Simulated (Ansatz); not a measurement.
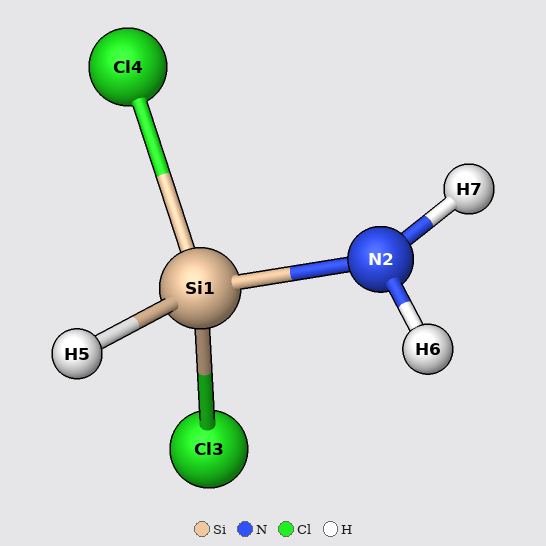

Sticks follow a distance rule. Harmonic vibrations computed with RKS PBE0-D4/def2-TZVP (Ansatz 0.2.0) at a stationary point of the same level.

Q: Is this a minimum or a saddle point?

A: A minimum: no imaginary frequency, and the lowest mode lies at 127 cm⁻¹.

Q: List the wavenumbers.

A: 15 modes: 127, 199, 247, 295, 394, 510, 575, 724, 832, 898, 916, 1575, 2292, 3601, 3698 cm⁻¹.
